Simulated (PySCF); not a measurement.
System: C₆H₉ClSi.

Input file:

```
{"job": {"kind": "nmr", "xc": "PBE0", "basis": "pcSseg-1"}, "charge": 0, "multiplicity": 1}
C      4.282070    -0.486501     0.324992
C      3.156389    -0.348638    -0.073196
C      1.830088    -0.188195    -0.510769
C      0.765394    -0.089307     0.290707
Cl     0.993872    -0.159418     2.010354
Si    -1.036478     0.130527    -0.264748
C     -2.037192    -1.348420     0.381402
C     -1.686118     1.758806     0.465551
H      5.268488    -0.608245     0.660265
H      1.676824    -0.141893    -1.580401
H     -1.026739     0.169100    -1.736765
H     -1.640500    -2.289332     0.011779
H     -3.076572    -1.283379     0.074420
H     -2.014912    -1.386367     1.466852
H     -2.710507     1.945906     0.158284
H     -1.084826     2.604879     0.146511
H     -1.666279     1.732506     1.551410
```

Run with:

```sh
OMP_NUM_THREADS=1 python probes_run.py task.json out
```

Geometry: GFN2-xTB.

The calculation used PySCF, PBE0/pcSseg-1, SCF density, gas phase, non-relativistic.

### What will maps of the electron density and electron localisation function show?

C–C (1.20 Å): ρ is about 2.7 e/Å³ halfway; the ELF peaks at about 0.85 between the atoms; a short, multiple covalent bond.
C–Cl (1.74 Å): the density is about 1.4 e/Å³ at the midpoint; the ELF peaks at about 0.90 between the atoms: a covalent bond.
C–Si (1.90 Å): ρ at the midpoint is about 0.92 e/Å³; the ELF peaks at about 1 between the atoms: a covalent bond.
C–H (1.05 Å): the density is about 2.2 e/Å³ at the midpoint; the ELF climbs to about 1 towards the hydrogen, as it does in any bond to H; an ordinary covalent bond to hydrogen.

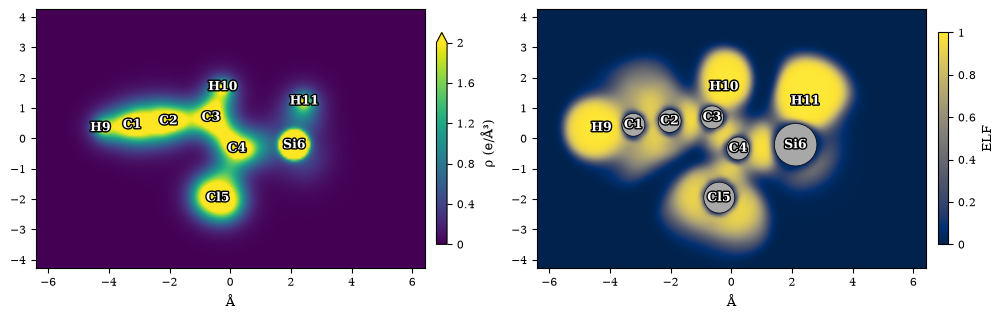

Computed electron density and electron localisation function on the plane of atoms C4, C3 and H10, in this order. Grey discs cover the atomic cores in the ELF map. 
